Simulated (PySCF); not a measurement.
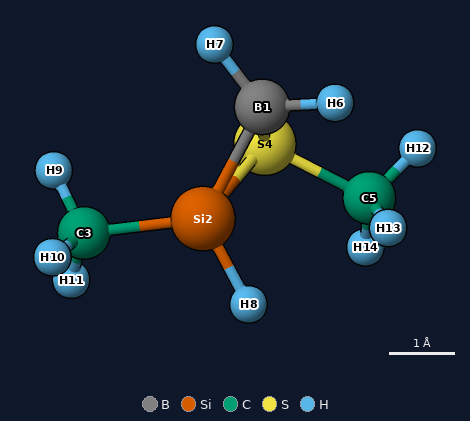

Fig. 1: The input geometry of run A (ball-and-stick view, seen at a tilt; atoms are numbered from 1 in the order of the input).

**What a change does: NMR shielding calculation on C$_{2}$H$_{9}$BSSi**

System: C$_{2}$H$_{9}$BSSi.
Method of run A: GIAO PBE0/STO-3G NMR shielding, non-relativistic, gas phase (PySCF 2.14.0).

The geometry comes from this level: PBE0-D3(BJ)/def2-SVP. Text and figures count atoms from 1; the logs count them from 0 in places.

## Input file, run A
```
{"job": {"kind": "nmr", "xc": "PBE0", "basis": "STO-3G", "pop": true}, "charge": 0, "multiplicity": 1}
B     -0.761175     1.394507    -0.080213
Si    -0.561228    -0.187382     1.061413
C     -1.659700    -1.705093     1.013464
S      0.510553     0.061977    -0.923627
C      2.142557     0.655502    -0.394400
H     -0.182799     2.426938     0.170161
H     -1.764421     1.409638    -0.758775
H      0.546048    -0.368246     2.051599
H     -2.297816    -1.687053     0.117967
H     -2.319731    -1.703233     1.896442
H     -1.076660    -2.637640     1.023710
H      2.495443     1.377095    -1.143406
H      2.076509     1.152775     0.582183
H      2.834454    -0.195188    -0.339400
```

The first line tells a small driver script what to run in PySCF; the rest is the geometry in Å.

Command:
```bash
OMP_NUM_THREADS=1 python <driver script> task.json out
```

Hardware: 1 CPU thread, shared host.

## Output (run A)
```
coarse grid: 12088 points
cycle   1  E = -784.8058126956  dE = -2.016e-01  |g| = 2.710e-01  |ddm| = 4.331e+00
cycle   2  E = -784.8145723117  dE = -8.760e-03  |g| = 2.379e-01  |ddm| = 8.915e-01
cycle   3  E = -784.8363465184  dE = -2.177e-02  |g| = 1.991e-02  |ddm| = 4.404e-01
cycle   4  E = -784.8364737624  dE = -1.272e-04  |g| = 1.159e-02  |ddm| = 5.626e-02
cycle   5  E = -784.8365276511  dE = -5.389e-05  |g| = 5.655e-04  |ddm| = 2.082e-02
cycle   6  E = -784.8365278015  dE = -1.504e-07  |g| = 1.466e-04  |ddm| = 1.356e-03
final grid: 105648 points
cycle   7  E = -784.8122548790  dE = -4.026e-06  |g| = 5.669e-03  |ddm| = 1.871e-02
cycle   8  E = -784.8122546553  dE =  2.237e-07  |g| = 5.689e-03  |ddm| = 1.766e-02
cycle   9  E = -784.8122665338  dE = -1.188e-05  |g| = 3.144e-04  |ddm| = 9.152e-03
cycle  10  E = -784.8122665752  dE = -4.140e-08  |g| = 1.647e-05  |ddm| = 6.047e-04
cycle  11  E = -784.8122665753  dE = -1.621e-10  |g| = 5.803e-06  |ddm| = 5.449e-05
converged SCF energy = -784.8122665753

GIAO shielding tensors (ppm)
atom      isotropic    diamagn.    paramagn.     s11        s22        s33       span
  0 B      139.683     201.938     -62.255    119.668    132.585    166.795     47.127
  1 Si     508.003     873.514    -365.512    423.752    539.282    560.974    137.222
  2 C      233.433     246.286     -12.853    229.319    233.031    237.950      8.630
  3 S      962.630    1047.083     -84.453    767.933    794.225   1325.730    557.797
  4 C      209.159     248.342     -39.183    192.182    202.189    233.106     40.924
  5 H       30.845      33.008      -2.164     27.285     29.501     35.748      8.463
  6 H       30.665      32.837      -2.171     27.732     28.325     35.939      8.206
  7 H       30.545      33.990      -3.445     25.326     30.323     35.987     10.661
  8 H       32.364      30.995       1.370     26.211     30.332     40.550     14.338
  9 H       32.391      28.967       3.424     27.049     28.565     41.558     14.509
 10 H       32.186      30.541       1.645     26.638     29.535     40.384     13.746
 11 H       31.415      29.984       1.431     25.851     27.747     40.645     14.794
 12 H       31.975      32.658      -0.683     26.015     31.443     38.468     12.453
 13 H       31.679      30.938       0.742     26.324     28.217     40.496     14.172
```

Run B used a changed input.

## The two runs side by side

```csv
quantity,run A,run B
outcome,converged,converged
total energy (hartree),−784.812267,−792.715360
HOMO (eV),−4.39,−7.21
LUMO (eV),4.03,−0.52
dipole moment (D),2.95,2.63
shielding of B1 (ppm),139.7,127.1
shielding of Si2 (ppm),508.0,352.1
shielding of C3 (ppm),233.4,196.2
shielding of S4 (ppm),962.6,868.8
shielding of C5 (ppm),209.2,167.4
shielding of H7 (ppm),30.7,29.2
shielding of H8 (ppm),30.5,28.8
SCF iterations,11,12
basis functions,42,71
wall time (shared host),3.2 s,5.8 s
```

Which change of the input explains these differences?

The change (lines with − go, lines with + come):
```diff
-"basis": "STO-3G"
+"basis": "pcSseg-0"
```

The total energy of run B is 4959.3 kcal/mol lower, which measures the change of basis and not a stability. The HOMO goes from −4.39 to −7.21 eV. The LUMO goes from 4.03 to −0.52 eV. The dipole moment goes from 2.95 to 2.63 D. Of all shieldings, the largest change is that of Si2, by −155.9 ppm. The SCF takes 12 iterations against 11. The basis functions go from 42 to 71.

## Output (run B)
```
coarse grid: 12088 points
cycle   1  E = -792.6201235558  dE =  1.479e-01  |g| = 3.234e-01  |ddm| = 3.708e+00
cycle   2  E = -792.6230025807  dE = -2.879e-03  |g| = 3.153e-01  |ddm| = 1.144e+00
cycle   3  E = -792.6551760912  dE = -3.217e-02  |g| = 2.254e-02  |ddm| = 5.293e-01
cycle   4  E = -792.6552924194  dE = -1.163e-04  |g| = 1.130e-02  |ddm| = 4.700e-02
cycle   5  E = -792.6553293744  dE = -3.696e-05  |g| = 2.122e-03  |ddm| = 1.992e-02
cycle   6  E = -792.6553307678  dE = -1.393e-06  |g| = 5.494e-04  |ddm| = 4.908e-03
final grid: 105648 points
cycle   7  E = -792.7153501008  dE = -1.071e-05  |g| = 5.944e-03  |ddm| = 2.407e-02
cycle   8  E = -792.7153455885  dE =  4.512e-06  |g| = 7.180e-03  |ddm| = 1.819e-02
cycle   9  E = -792.7153599938  dE = -1.441e-05  |g| = 3.436e-04  |ddm| = 1.037e-02
cycle  10  E = -792.7153600351  dE = -4.137e-08  |g| = 7.764e-05  |ddm| = 8.621e-04
cycle  11  E = -792.7153600373  dE = -2.153e-09  |g| = 1.923e-05  |ddm| = 2.010e-04
cycle  12  E = -792.7153600374  dE = -1.301e-10  |g| = 4.598e-06  |ddm| = 5.417e-05
converged SCF energy = -792.7153600374

GIAO shielding tensors (ppm)
atom      isotropic    diamagn.    paramagn.     s11        s22        s33       span
  0 B      127.089     198.262     -71.173    103.448    124.513    153.306     49.858
  1 Si     352.135     878.736    -526.601    244.231    398.637    413.537    169.306
  2 C      196.181     258.520     -62.339    186.949    197.816    203.777     16.828
  3 S      868.841    1055.945    -187.104    679.269    694.149   1233.104    553.835
  4 C      167.385     255.827     -88.443    141.561    159.956    200.637     59.077
  5 H       29.700      30.076      -0.376     25.295     28.625     35.180      9.885
  6 H       29.230      29.939      -0.710     25.212     27.002     35.475     10.263
  7 H       28.803      30.376      -1.574     23.909     28.763     33.736      9.827
  8 H       32.561      30.916       1.645     26.785     30.827     40.071     13.286
  9 H       32.696      30.203       2.493     28.004     29.174     40.909     12.904
 10 H       31.906      30.705       1.200     26.646     29.937     39.134     12.488
 11 H       30.871      30.669       0.202     25.105     27.319     40.190     15.085
 12 H       32.218      30.437       1.781     26.755     31.050     38.848     12.092
 13 H       30.999      30.467       0.532     25.162     27.677     40.158     14.995
```
